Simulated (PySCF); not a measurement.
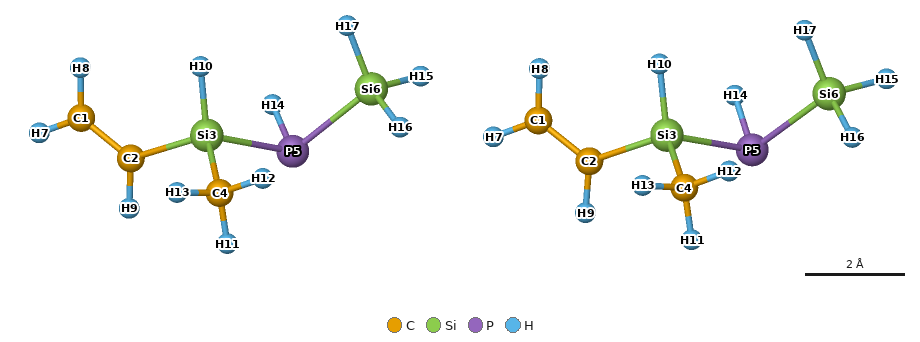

Two geometries of C3H11PSi2, drawn at one scale. One is the start of a relaxation, the other its converged end. Style: ball-and-stick. Shown from a free direction.

Theory: PBE0-D3(BJ)/def2-SVP geometry optimisation, gas phase in PySCF 2.14.0, density-fitted response routines. 

Which one is relaxed?

The right one is the relaxed one. The start comes from GFN2-xTB. After 7 geometry steps the energy has fallen by 13.0 kJ/mol. The largest force component goes from 1.1 to 0.022 eV/Å. H16 moves most after the best rigid fit: 0.28 Å. By element the largest moves are H 0.28 Å, P 0.17 Å, C 0.17 Å, Si 0.14 Å. Near-neighbour distances that change, for instance: P5–H14 1.381 → 1.431 Å, P5–Si6 2.225 → 2.258 Å, Si6–H15 1.462 → 1.494 Å, Si6–H17 1.466 → 1.497 Å. Bond angles that change, for instance: Si3–P5–Si6 102.4° → 97.1°, C2–Si3–P5 105.5° → 107.6°, H15–Si6–H16 110.7° → 108.6°. The run took of the order of 90 core-seconds on a shared host.
